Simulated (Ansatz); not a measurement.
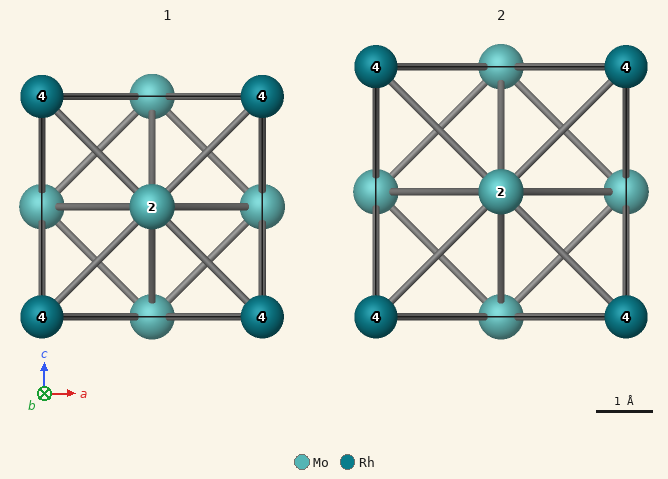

Two geometries of crystalline Mo₃Rh (a generated structure, set up in Pm-3m) (coarse preliminary run), drawn at one scale. One is the start of a relaxation, the other its converged end. Style: ball-and-stick. Shown: the cell of the calculation, along the b axis.

These are results of DFT PBE, scalar-relativistic, plane waves, PAW (Ansatz 0.2.0), not measurements. Set-up: plane-wave cutoff 420 eV; k-point mesh 4 × 4 × 4; occupations gaussian; smearing width 0.1 eV; no spin polarisation; cell and atoms relaxed; force threshold 0.04 eV/Å; at most 70 steps.

### Which of the two is the end point?

Structure 1 is the relaxed one. The atoms keep their places relative to the cell (all moves are under 0.005 Å). The volume changes by −31.6 %, with a = b = c 4.482 → 3.948 Å (−11.9 %). Some distances before and after: Mo–Rh 3.169 → 2.792 Å, Mo–Mo 3.169 → 2.792 Å. The space group stays Pm-3m (No. 221). Over 4 accepted moves (5 points after the start) the energy falls by 1299 meV per atom. All forces vanish by symmetry, so only the cell relaxes. The pressure goes from −40.52 to 0.01 GPa. At 1 point the geometry stayed and the basis and grid were re-selected for the new cell (energy shift of 1.4 meV per atom at most each time).
